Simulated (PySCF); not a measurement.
# MP2/STO-6G run of PH3S (SMILES [PH3]=S)

What is the energy change on altering one bond length of PH3S at MP2/STO-6G? 

The results are computed with PySCF 2.14.0.

11 further runs of the same task are left out: 1 that didn't finish, 10 set aside as unsound or not needed.

**1. Starting point**

PH3S: 5 atoms, total charge 0, spin state singlet. SMILES: `[PH3]=S`. The coordinates come from a GFN2-xTB relaxation.

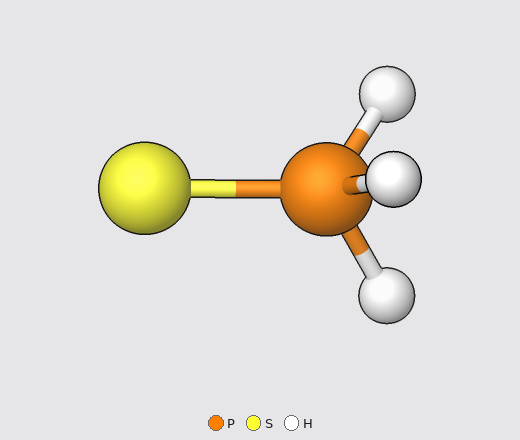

The structure, seen from a chosen angle (phosphorus orange, sulfur yellow, hydrogen white).

**2. A single-point energy at MP2/STO-6G**

Contents of job.py:

```python
from pyscf import gto, scf, mp

mol = gto.M(
    atom='''
P    0.007920  -0.006600   0.007660
S    1.261690  -0.941140   1.111260
H   -1.166840   0.461930   0.594540
H   -0.532470  -0.676580  -1.089190
H    0.429710   1.162380  -0.624270
''',
    verbose=3,
    max_memory=1860,
    basis='sto-6g',
)

hf = scf.RHF(mol)
hf.conv_tol = 1e-10
hf.kernel()
if not hf.converged:
    hf = hf.newton().run(hf.mo_coeff, hf.mo_occ)

pt = mp.MP2(hf, frozen=10).run()
e_final = pt.e_tot
print('Final energy', e_final)
```

Started as:

```sh
OMP_NUM_THREADS=1 python job.py
```

Standard output:

```text
converged SCF energy = -737.357733220814
E(RMP2) = -737.419100222644  E_corr = -0.0613670018300616
E(SCS-RMP2) = -737.425709518547  E_corr = -0.0679762977329236
Final energy -737.4191002226437
```

Run time: 0.78 s. Hardware: 1 thread of Arm Neoverse V2, shared host; peak memory 0.12 GiB.

**3. The distorted shape**

Contents of calc.py:

```python
from pyscf import gto, mp

system = gto.M(
    atom='''
P     -0.498225    -1.409367     0.765971
S      0.755545    -2.343907     1.869571
H     -1.672985    -0.940837     1.352851
H     -1.038615    -2.079347    -0.330879
H      0.429710     1.162380    -0.624270
''',
    basis='sto-6g',
    charge=0,
    max_memory=1860,
    verbose=3,
)

myscf = system.RHF()
myscf.conv_tol = 1e-10
myscf.kernel()
if not myscf.converged:
    myscf = myscf.newton().run(myscf.mo_coeff, myscf.mo_occ)

pt = mp.MP2(myscf, frozen=10).run()
energy = pt.e_tot
print('E(%s) = %.9f' % ('MP2', energy))
```

Started as:

```sh
OMP_NUM_THREADS=1 python calc.py
```

Standard output:

```text
converged SCF energy = -737.094181638749
E(RMP2) = -737.287121257153  E_corr = -0.192939618403414
E(SCS-RMP2) = -737.314459341926  E_corr = -0.220277703177326
E(MP2) = -737.287121257
```

It took 0.78 s on 1 thread of Arm Neoverse V2, shared host; peak memory 0.12 GiB.

**4. Results**

Level: MP2/STO-6G, 10 core orbitals frozen.

| quantity | value |
| --- | --- |
| first shape: total energy | -737.41910 Eh |
| first shape: dipole moment (Hartree–Fock density) | 4.41 D |
| first shape: HOMO energy (Hartree–Fock orbitals) | -4.65 eV |
| first shape: LUMO energy (Hartree–Fock orbitals) | 11.78 eV |
| first shape: HOMO–LUMO gap (Hartree–Fock orbitals) | 16.43 eV |
| first shape: correlation energy (10 core orbitals frozen) | -61.4 mEh |
| distorted shape: total energy | -737.28712 Eh |
| distorted shape: dipole moment (Hartree–Fock density) | 2.67 D |
| distorted shape: HOMO energy (Hartree–Fock orbitals) | -3.48 eV |
| distorted shape: LUMO energy (Hartree–Fock orbitals) | 1.61 eV |
| distorted shape: HOMO–LUMO gap (Hartree–Fock orbitals) | 5.09 eV |
| distorted shape: correlation energy (10 core orbitals frozen) | -192.9 mEh |
| energy change with the P1–H5 bond stretched from 1.394 to 3.067 Å | 3.591 eV |

One bond (distorted shape) is far stretched, which a spin-restricted single reference describes badly; perturbation theory on it can break down and give far too much correlation. With the P1–H5 bond stretched from 1.394 to 3.067 Å the energy rises by 3.59 eV (83 kcal/mol). The first shape isn't relaxed at this level, so the change isn't measured from a minimum. A restricted reference can't describe the breaking bond well at this length. The minimal basis adds a large error of its own. Mulliken charges (first shape) of the mean-field density run from -0.38 on S2 to +0.59 on P1.
